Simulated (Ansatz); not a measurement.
Consider C₃H₁₀OSi (SMILES C[Si](C)(C)O).

```xyz
15

C     1.1869    2.3394    1.8594
C    -1.1113    0.4149    2.5119
C     0.7206   -0.1468    0.0944
O    -1.0925    2.0062    0.0606
Si   -0.0948    1.1770    1.1283
H     0.7181    3.1422    2.4516
H     1.7869    2.8121    1.0660
H     1.8755    1.7970    2.5273
H    -1.8810   -0.2612    2.1077
H    -1.6208    1.1845    3.1144
H    -0.4728   -0.1684    3.1949
H    -0.0333   -0.8159   -0.3485
H     1.4068   -0.7589    0.7006
H     1.2988    0.3015   -0.7283
H    -1.5989    2.7335    0.4318
```

Geometry: PBE0-D3(BJ)/def2-SVP.

Method: Ansatz, isolated molecule in a Gaussian basis; Kohn-Sham density functional theory, functional PBE0.

Q: What will maps of the electron density and electron localisation function show?

A: Si–O (1.68 Å): ρ is about 1 e/Å³ halfway; the ELF peaks at about 0.90 between the atoms, as expected for a polar covalent bond.
C–Si (1.87 Å): ρ at the midpoint is about 0.99 e/Å³; the ELF peaks at about 0.95 between the atoms; a covalent bond.
O–H (0.96 Å): ρ is about 3.6 e/Å³ halfway; the ELF climbs to about 1 towards the hydrogen, as it does in any bond to H (a covalent bond by its length).
C–H (1.10 Å): the density is about 1.8 e/Å³ at the midpoint; the ELF climbs to about 1 towards the hydrogen; an ordinary covalent bond to hydrogen.

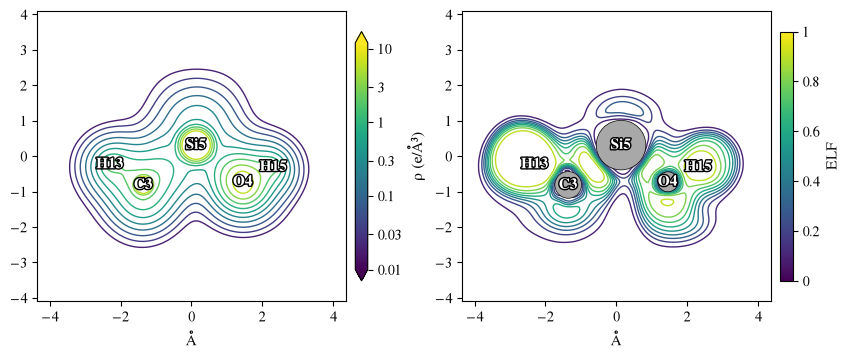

Computed electron density and electron localisation function on the plane of atoms C3, Si5 and O4, in this order. Grey discs cover the atomic cores in the ELF map. 
